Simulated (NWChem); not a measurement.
# GeH2O2F2 (SMILES [OH][Ge]([OH])([F])[F]) at 3 levels

We compute a comparison of 3 runs (HF/STO-3G, HF/3-21G, B3LYP/6-31G*) of GeH2O2F2. 

The calculation is run with NWChem 7.3.0.

### Step 1. The structure to begin with

The species is GeH2O2F2 (7 atoms), meant as a singlet with charge 0. SMILES: `[OH][Ge]([OH])([F])[F]`. The coordinates come from a PBE0-D4/def2-TZVP relaxation. This is one conformer, not always the lowest.

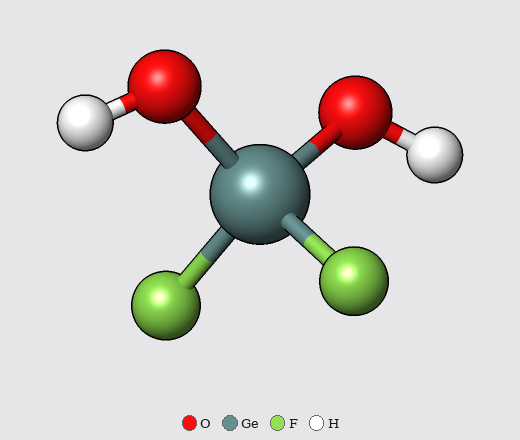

Viewed from a chosen angle; oxygen red, germanium teal, fluorine green, hydrogen white.

### Step 2. Energy and forces at HF/STO-3G (run 1)

Input file struct.nw:

```
start struct
title "F2GeH2O2"
memory 2200 mb
geometry noautosym nocenter noautoz
 O       -1.202000       0.550200       0.958800
 Ge      -0.006900      -0.013600      -0.161000
 O        1.391200      -0.528200       0.722300
 F       -0.573400      -1.311100      -1.130200
 F        0.347300       1.232700      -1.285900
 H       -1.781300       1.218200       0.581300
 H        1.886500      -1.216300       0.269100
end
basis spherical bse
 * library STO-3G
end
scf
 thresh 1e-08
 maxiter 80
 print low
end
task scf gradient
```

The run is started by

```bash
$ nwchem struct.nw > struct.out
```

Output:

```text
[...]
  functions       =    40
[...]
  wavefunction    = RHF
[...]
         Total SCF energy =  -2396.725489861380
      One-electron energy =  -4258.978956937847
      Two-electron energy =   1414.310920279439
 Nuclear repulsion energy =    447.942546797029
        Time for solution =      2.0s
[...]
                         RHF ENERGY GRADIENTS
    atom               coordinates                        gradient
                 x          y          z           x          y          z
   1 O      -2.271451   1.039727   1.811869   -0.029979   0.028336  -0.003105
   2 Ge     -0.013039  -0.025700  -0.304246    0.001624   0.000330   0.015848
   3 O       2.628987  -0.998153   1.364949    0.028907  -0.028634  -0.007732
   4 F      -1.083569  -2.477620  -2.135768   -0.007738  -0.020126  -0.016960
   5 F       0.656302   2.329465  -2.429999    0.004089   0.019280  -0.019152
   6 H      -3.366169   2.302064   1.098498    0.012636  -0.017592   0.014851
   7 H       3.564968  -2.298474   0.508525   -0.009540   0.018406   0.016249
 Task  times  cpu:        2.6s     wall:        2.6s
 Total times  cpu:        2.6s     wall:        2.6s
```

Run time: 3.3 s. Hardware: 1 thread of AMD EPYC 9R45 (Zen 5), shared host; peak memory 0.1 GiB.

### Step 3. Energy and forces at HF/3-21G (run 2)

Input file nw.xyz:

```xyz
7
F2GeH2O2 hf
O     -1.202000     0.550200     0.958800
Ge    -0.006900    -0.013600    -0.161000
O      1.391200    -0.528200     0.722300
F     -0.573400    -1.311100    -1.130200
F      0.347300     1.232700    -1.285900
H     -1.781300     1.218200     0.581300
H      1.886500    -1.216300     0.269100
```

Input file run.py:

```python
from ase.io import read
from ase.calculators.nwchem import NWChem

mol = read('nw.xyz')

calc = NWChem(
    label='nw',
    theory='scf',
    memory='2200 mb',
    basis='3-21G',
    basispar='spherical bse',
    scf={'nopen': '0', 'rhf': None, 'thresh': '1e-08', 'maxiter': '80'},
)
mol.calc = calc

forces = mol.get_forces()
print(f"energy = {mol.get_potential_energy():.6f} eV")
print("forces (eV/A):")
for s, f in zip(mol.symbols, forces):
    print(f"{s:2s} {f[0]:10.5f} {f[1]:10.5f} {f[2]:10.5f}")
print("dipole (e A):", mol.get_dipole_moment().round(4))
```

The run is started by

```bash
$ export ASE_NWCHEM_COMMAND="nwchem PREFIX.nwi > PREFIX.nwo"
$ python run.py
```

Output:

```text
energy = -65671.893328 eV
forces (eV/A):
O     0.79771   -0.25367   -1.45262
Ge   -0.00956    0.00211   -0.07353
O    -1.07292    0.18784   -1.27069
F     0.57726    1.26298    0.90734
F    -0.37795   -1.21716    1.06696
H    -0.55238    0.30504    0.46496
H     0.63789   -0.28714    0.35764
dipole (e A): [-0.0161 -0.004  -0.1605]
```

The calculator wrote nw.nwi:

```
title "nw"

permanent_dir nw

scratch_dir nw

start nw

geometry units angstrom nocenter noautosym noautoz
  O  -1.2020000000000000e+00 5.5020000000000002e-01 9.5879999999999999e-01
  Ge -6.8999999999999999e-03 -1.3599999999999999e-02 -1.6100000000000000e-01
  O  1.3912000000000000e+00 -5.2820000000000000e-01 7.2230000000000005e-01
  F  -5.7340000000000002e-01 -1.3110999999999999e+00 -1.1302000000000001e+00
  F  3.4730000000000000e-01 1.2326999999999999e+00 -1.2859000000000000e+00
  H  -1.7813000000000001e+00 1.2181999999999999e+00 5.8130000000000004e-01
  H  1.8865000000000001e+00 -1.2162999999999999e+00 2.6910000000000001e-01
end

memory 2200 mb

basis spherical bse noprint
   * library 3-21G
end

scf
  nopen 0
  rhf
  thresh 1e-08
  maxiter 80
end

task scf gradient
```

nw.nwo:

```text
Northwest Computational Chemistry Package (NWChem) 7.3.0
             --------------------------------------------------------

           Job information
           ---------------

    nwchem branch   = 7.3.0
    use scalapack   = T
    input           = nw.nwi
    prefix          = nw.
    data base       = nw/nw.db
    status          = startup
    nproc           =        1

           Memory information
           ------------------

[... 5 lines left out ...]
    hardfail = no
[... 136 lines left out ...]
         Quadratically convergent ROHF
[... 15 lines left out ...]
       Final RHF  results
[... 4 lines left out ...]
      Two-electron energy =   1398.322456672787
[... 53 lines left out ...]
                       ROHF Final Molecular Orbital Analysis
[... 252 lines left out ...]
                 ----------------------------------------
                 |  Time  |  1-e(secs)   |  2-e(secs)   |
                 ----------------------------------------
                 |  CPU   |       0.00   |       0.60   |
                 ----------------------------------------
                 |  WALL  |       0.00   |       0.60   |
                 ----------------------------------------

 Task  times  cpu:        3.2s     wall:        3.2s
 Total times  cpu:        3.2s     wall:        3.2s
```

Run time: 4.2 s. Hardware: 1 thread of AMD EPYC 9R45 (Zen 5), shared host; peak memory 0.099 GiB.

### Step 4. Energy and gradient at B3LYP/6-31G(d) (Cartesian functions) (run 3)

Input file calc.nw:

```
start calc
title "F2GeH2O2"
memory total 2200 mb
charge 0
geometry noautosym nocenter noautoz
O     -1.202000     0.550200     0.958800
Ge    -0.006900    -0.013600    -0.161000
O      1.391200    -0.528200     0.722300
F     -0.573400    -1.311100    -1.130200
F      0.347300     1.232700    -1.285900
H     -1.781300     1.218200     0.581300
H      1.886500    -1.216300     0.269100
end
basis cartesian
O library 6-31G*
Ge library 6-31G*
F library 6-31G*
H library 6-31G*
end
dft
xc b3lyp
grid fine
convergence energy 1e-08
maxiter 100
mulliken
print low
end
task dft gradient
```

The run is started by

```bash
$ nwchem calc.nw > calc.out
```

Output:

```text
[...]
 d= 0,ls=0.0,diis     1  -2428.0598417729 -2.88D+03  2.00D-02  2.14D+00     2.1
[...]
 d= 0,ls=0.0,diis    10  -2428.2042747711 -3.56D-09  2.16D-07  2.02D-09    14.7
         Total DFT energy =    -2428.204274771111
      One electron energy =    -4273.695697879199
           Coulomb energy =     1515.644230766448
    Exchange-Corr. energy =     -118.095354455390
 Nuclear repulsion energy =      447.942546797029
[...]
                         DFT ENERGY GRADIENTS
    atom               coordinates                        gradient
                 x          y          z           x          y          z
   1 O      -2.271451   1.039727   1.811869    0.002863   0.002865  -0.012515
   2 Ge     -0.013039  -0.025700  -0.304246    0.000571   0.000063   0.005315
   3 O       2.628987  -0.998153   1.364949   -0.005314  -0.003477  -0.011592
   4 F      -1.083569  -2.477620  -2.135768    0.002464   0.005894   0.004321
   5 F       0.656302   2.329465  -2.429999   -0.001506  -0.005622   0.004971
   6 H      -3.366169   2.302064   1.098498    0.004365  -0.005965   0.004491
   7 H       3.564968  -2.298474   0.508525   -0.003442   0.006242   0.005010
 Task  times  cpu:       19.9s     wall:       19.9s
 Total times  cpu:       19.9s     wall:       19.9s
```

Wall time 21 s (1 thread of AMD EPYC 9R45 (Zen 5), shared host); peak memory 0.13 GiB.

### Step 5. The series

```
run                               level  Cartesian functions  iteration cap   energy (Eh)  largest force (eV/Å)  wall time
  1                           HF/STO-3G                   no             80  -2396.725490                 2.130      3.3 s
  2                            HF/3-21G                   no             80  -2413.397585                 1.677      4.2 s
  3  B3LYP/6-31G* (Cartesian functions)                  yes            100  -2428.204275                 0.680       21 s
```

### Step 6. Outcome

```
                       quantity           value
            run 3: total energy  -2428.20427 Eh
run 3: largest force on an atom      0.680 eV/Å
```

**Reading.** In run 1 the basis is minimal, so the values are rough. All runs together took 28 s, the longest 21 s.
